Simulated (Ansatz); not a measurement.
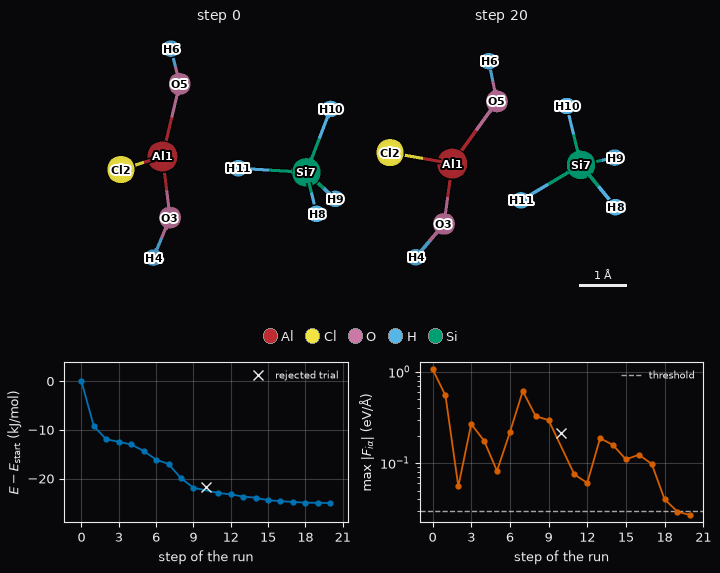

First and last geometry of a relaxation of AlSiH$_{6}$O$_{2}$Cl, with the history of the run. The picture is a ball-and-stick view, seen at a tilt.

The run prepares an end point of a later path (reaction) calculation, from a guessed geometry.

Level of theory: RKS PBE0-D4/6-31G* (Ansatz). (no spin polarisation; force threshold 0.03 eV/Å; at most 50 steps)

### Did the run converge, and what did it change?

It converged. H10 moves most after the best rigid fit: 1.03 Å. By element the largest moves are H 1.03 Å, O 0.89 Å, Cl 0.49 Å, Al 0.29 Å, Si 0.27 Å. Near-neighbour distances that change, for instance: Al1–Si7 3.515 → 3.056 Å, Al1–H11 2.188 → 1.983 Å, Al1–Cl2 2.193 → 2.115 Å, Si7–H11 1.480 → 1.517 Å. Among the angles between lasting bonds that change: H8–Si7–H11 106.5° → 102.2°, H9–Si7–H10 110.7° → 114.8°. The energy falls by 25.0 kJ/mol in 19 accepted moves (20 points after the start). Largest force component: 1.1 eV/Å at the start, 0.027 eV/Å at the end. The line search rejected the trial step at point 10 of the run. Cost: 68 s on 2 threads of Arm Neoverse V2 (shared host), peak memory 0.22 GiB.
